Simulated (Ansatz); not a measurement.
## How methods differ on SiNH4O2 (SMILES N[Si](O)O)

SiNH4O2: 8 atoms, total charge 0, spin state doublet. As SMILES, `N[Si](O)O`. The shape was relaxed beforehand at PBE0/def2-SVP. This is one conformer, not always the lowest.

```xyz
8

N    -0.5021    1.2769    0.1282
Si    0.0960   -0.2439   -0.3827
O     1.6593   -0.2895    0.2096
O    -0.9674   -1.3479    0.2862
H     0.0707    2.1094    0.0659
H    -1.4941    1.4787    0.1116
H     2.2554   -0.8592   -0.2853
H    -1.0257   -2.1818   -0.1892
```

Quantity: the adiabatic electron affinity (to the singlet anion, shapes relaxed at PBE0/def2-SVP, no zero-point term), in eV. The values are calculated.

The electron affinity is E(neutral) − E(anion): positive where the electron is bound.

```json
{"level": "UHF/def2-SVP", "kind": "Hartree–Fock", "program": "Ansatz", "value (eV)": "-0.63"}
{"level": "USVWN5/def2-SVP", "kind": "LDA", "program": "Ansatz", "value (eV)": "0.43"}
{"level": "UPBE/def2-SVP", "kind": "GGA", "program": "Ansatz", "value (eV)": "0.39"}
{"level": "U-r2SCAN/def2-SVP", "kind": "meta-GGA", "program": "Ansatz", "value (eV)": "0.28"}
{"level": "UB3LYP/def2-SVP", "kind": "global hybrid", "program": "Ansatz", "value (eV)": "0.44"}
{"level": "UCAM-B3LYP/def2-SVP", "kind": "range-separated hybrid", "program": "Ansatz", "value (eV)": "0.39"}
{"level": "UB2PLYP/def2-SVP", "kind": "double hybrid", "program": "Ansatz", "value (eV)": "0.29"}
{"level": "RPA@PBE/def2-SVP", "kind": "RPA", "program": "Ansatz", "value (eV)": "0.46"}
{"level": "UMP2/def2-SVP", "kind": "perturbation theory", "program": "Ansatz", "value (eV)": "0.10"}
```

The values span -0.63 to 0.46 eV.

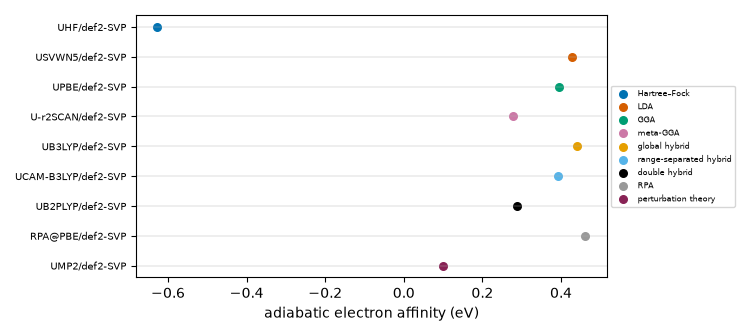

The values of the table, level by level.
